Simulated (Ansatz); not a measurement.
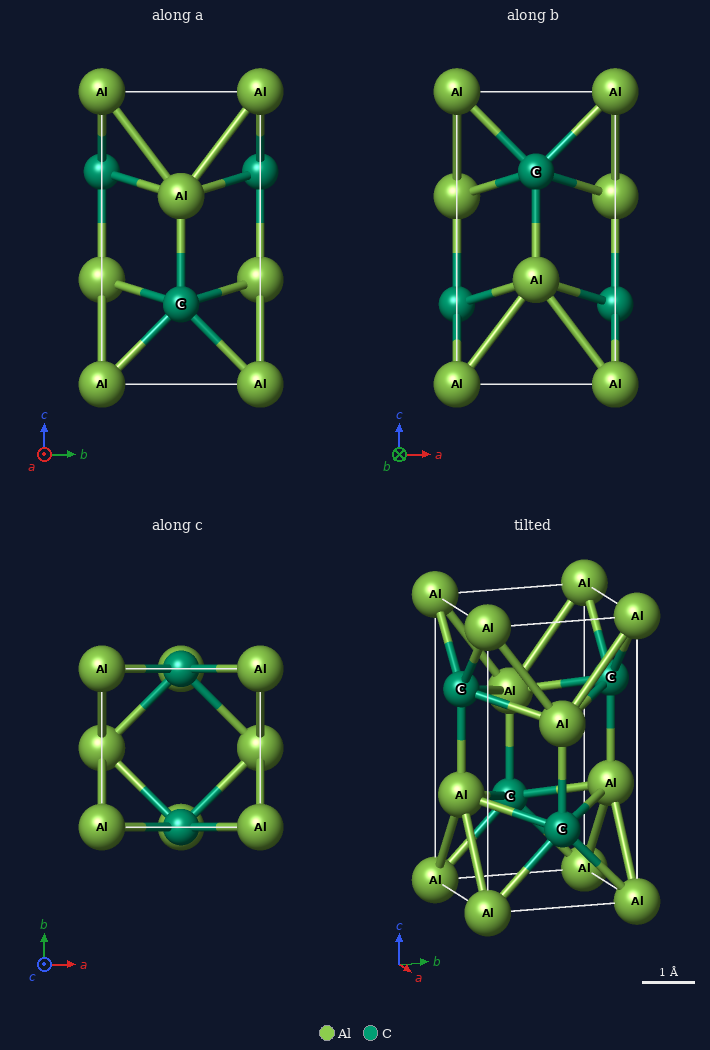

Structure drawing (ball-and-stick), viewed along the a axis, along the b axis, along the c axis and slightly off an axis. The lines enclose the conventional unit cell; boundary atoms appear with their images.

Lattice parameters: a = 3.078 Å, b = 3.078 Å, c = 5.692 Å, α = 90.00°, β = 90.00°, γ = 90.00°.

Set out the cell and atoms as a table of Wyckoff sites, with free fractional coordinates to two decimals.

Space group P-4m2 (No. 115).
| atom | site | x | y | z |
| --- | --- | --- | --- | --- |
| Al | 2g | 0.50 | 0.00 | 0.36 |
| Al | 1a | 0.00 | 0.00 | 0.00 |
| C | 2g | 0.00 | 0.50 | 0.27 |

The starting point was a structure type filled with these elements by a generator (whether the compound takes this form wasn't checked). Earlier steps of the study may have refined or changed the cell and positions. A calculation with Ansatz used it as input.
